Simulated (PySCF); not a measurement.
```xyz
17

C     3.3431   -1.3214   -0.0967
C     2.0837   -0.8682   -0.0119
C     1.7305    0.5263    0.1970
C     0.4796    1.0051    0.2993
C    -0.7826    0.2006    0.2235
O    -1.8891    1.0611    0.3168
Si   -3.4626    0.5207    0.3816
H     4.1969   -0.6419   -0.0105
H     3.5614   -2.3801   -0.2541
H     1.2621   -1.5882   -0.1038
H     2.5643    1.2320    0.2771
H     0.3173    2.0754    0.4593
H    -0.8153   -0.3723   -0.7258
H    -0.8019   -0.5511    1.0401
H    -3.8156   -0.2455   -0.8556
H    -4.3188    1.7302    0.5006
H    -3.6639   -0.3788    1.5616
```

Geometry: PBE0-D3(BJ)/def2-SVP.

Method: PBE0/pcSseg-1, SCF density, gas phase, non-relativistic in PySCF 2.14.0.

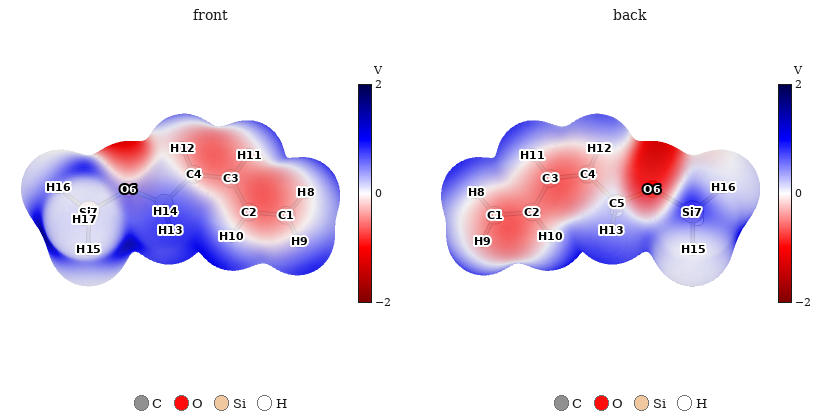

C5H10OSi (SMILES C=C/C=C\CO[SiH3]). The electrostatic potential painted on the density surface at 0.002 e/bohr³, seen from the front and from behind; red is negative and blue positive.

> Describe the electrostatic potential map.

The most negative region (about −1.2 V) lies over O6, the most positive (about +1.5 V) over Si7. O6 is the likeliest acceptor of a hydrogen bond.
